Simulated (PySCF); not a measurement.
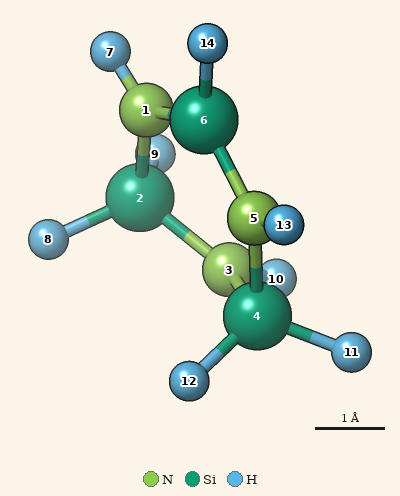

**Figure 1.** The input geometry (ball-and-stick view, seen at a tilt; atoms are numbered from 1 in the order of the input). Bond lengths as drawn: H–N 1.02 Å, H–Si 1.47 to 1.48 Å and N–Si 1.66 to 1.81 Å.

## Core-level calculation, with input and output: Si₃N₃H₈ (charge +1)

The run: core-level calculation of Si₃N₃H₈, charge +1. Method and program: delta-SCF UKS SCAN, pcX-2 on the ionised atom, pcseg-1 elsewhere, spin-free X2C (PySCF 2.14.0).

### What the program printed
```
ground state, core basis on atom 1 (Si), 178 functions
  cycle   1  E = -1039.02279931  |g| = 7.52e-01
  cycle   2  E = -1038.76050646  |g| = 1.25e+00
  cycle   3  E = -1039.14240397  |g| = 1.16e-01
  cycle   4  E = -1039.14647594  |g| = 3.66e-02
  cycle   5  E = -1039.14671496  |g| = 1.62e-02
  cycle   6  E = -1039.14677476  |g| = 5.96e-03
  cycle   7  E = -1039.14678231  |g| = 1.55e-03
  cycle   8  E = -1039.14678412  |g| = 1.29e-03
  cycle   9  E = -1039.14678166  |g| = 1.37e-04
  E(ground) = -1039.21241455 Eh
hole in Si 2p of atom 1
  cycle   1  E = -1034.69685198  |g| = 1.24e+00
[... 9 cycles left out ...]
  E(ion) = -1035.09556444 Eh   <S^2> = 0.7519   hole on atom = 1.003   binding energy = 112.025 eV
  2p3/2 = 111.860 eV   2p1/2 = 112.487 eV
ground state, core basis on atom 2 (N), 167 functions
[... 6 cycles left out ...]
  E(ground) = -1039.16588624 Eh
hole in N 1s of atom 2
[... 10 cycles left out ...]
  E(ion) = -1024.14887160 Eh   <S^2> = 0.7649   hole on atom = 1.000   binding energy = 408.634 eV
ground state, core basis on atom 4 (N), 167 functions
[... 6 cycles left out ...]
  E(ground) = -1039.16683896 Eh
hole in N 1s of atom 4
[... 10 cycles left out ...]
  E(ion) = -1024.11311874 Eh   <S^2> = 0.7664   hole on atom = 1.000   binding energy = 409.633 eV
ground state, core basis on atom 5 (Si), 178 functions
[... 7 cycles left out ...]
  E(ground) = -1039.21555634 Eh
hole in Si 2p of atom 5
[... 3 cycles left out ...]
  cycle   4  E = -1034.93721083  |g| = 1.91e-01
  cycle   5  E = -1034.93894856  |g| = 2.10e-01
  cycle   6  E = -1034.96306727  |g| = 4.51e-02
  cycle   7  E = -1034.96401969  |g| = 1.94e-02
  cycle   8  E = -1034.96420012  |g| = 7.76e-03
  cycle   9  E = -1034.96422310  |g| = 6.99e-03
  cycle  10  E = -1034.96425827  |g| = 2.18e-03
  cycle  11  E = -1034.96427571  |g| = 1.34e-03
  cycle  12  E = -1034.96428243  |g| = 5.90e-04
  cycle  13  E = -1034.96428530  |g| = 2.13e-04
  E(ion) = -1035.04089199 Eh   <S^2> = 0.7718   hole on atom = 1.003   binding energy = 113.598 eV
  2p3/2 = 113.293 eV   2p1/2 = 113.927 eV
```

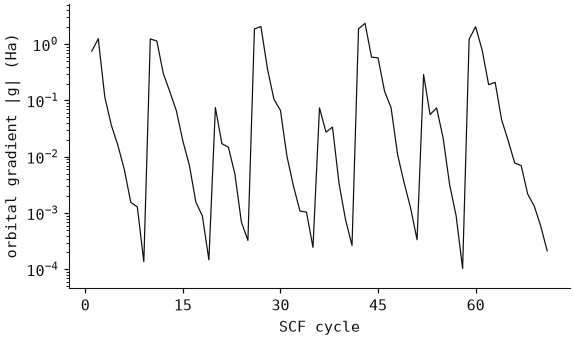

**Figure 2.** Convergence of the self-consistent field: orbital gradient |g| against the SCF cycle. All cycles printed in the log are drawn one after another.

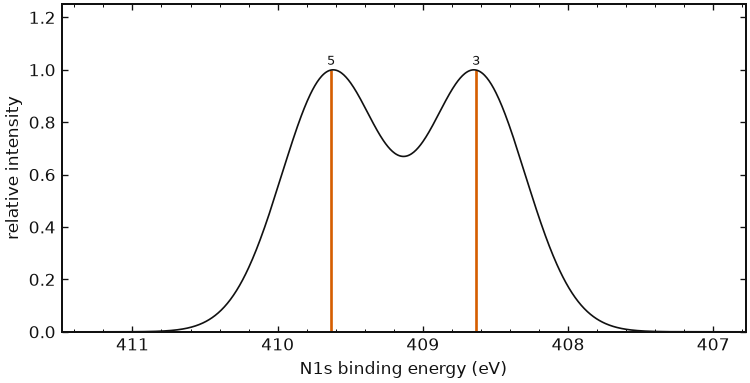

**Figure 3.** N1s binding energies by ΔSCF of the atoms computed, labelled by atom number, with a Gaussian envelope of 0.8 eV full width. They run from 408.63 eV (atom 3) to 409.63 eV (atom 5).

The run was set up as follows.

### The input
```
{"job": {"kind": "xps", "holes": 5}, "charge": 1, "multiplicity": 1}
N      0.310801     1.048272     1.259190
Si     0.263637    -0.735482     1.583630
N     -0.534091    -1.373331     0.183578
Si    -0.212469    -1.046537    -1.487489
N     -0.132895     0.764328    -1.550191
Si     0.070039     1.747564    -0.227543
H      0.531344     1.666729     2.041364
H      1.676919    -1.162673     1.727764
H     -0.548924    -0.967096     2.800045
H     -1.381777    -1.905680     0.369410
H     -1.341407    -1.493049    -2.335670
H      1.108529    -1.530397    -1.957983
H     -0.184797     1.210786    -2.467131
H      0.081737     3.211865    -0.376629
```

The first line tells a small driver script what to run in PySCF; the rest is the geometry in Å.

Command:
```bash
OMP_NUM_THREADS=1 python <driver script> task.json out
```

### Results in brief

| quantity | value |
| --- | --- |
| outcome | converged |
| hardware | 1 CPU thread, shared host |
| wall time | 47 s |
| peak memory | 0.64 GiB |
